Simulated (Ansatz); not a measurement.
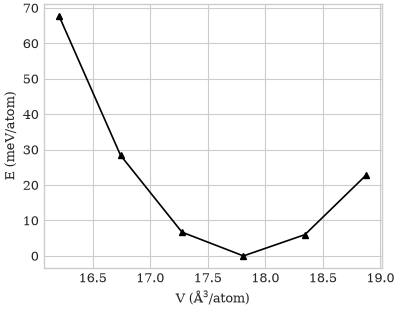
Figure. ZrGeS in space group P4/nmm (No. 129; Zr on 2c, S on 2c, Ge on 2a) under volume change, plane-wave PAW r²SCAN (Ansatz code), shape and atoms relaxed at each volume.

**Question.** What does a third-order Birch–Murnaghan fit give for V₀, B₀ and B′?

**Answer.** V₀ = 17.81 Å³/atom, B₀ = 127 GPa, B′ = 4.4.

The workflow started from an entry of the Crystallography Open Database (COD). Whether it is the stable phase at ambient conditions was not checked. Symmetry was held in the r²SCAN relaxation; its stability against distortions is not shown here. The run is not spin-polarised.

Potentials: the later of the program's two PAW sets.
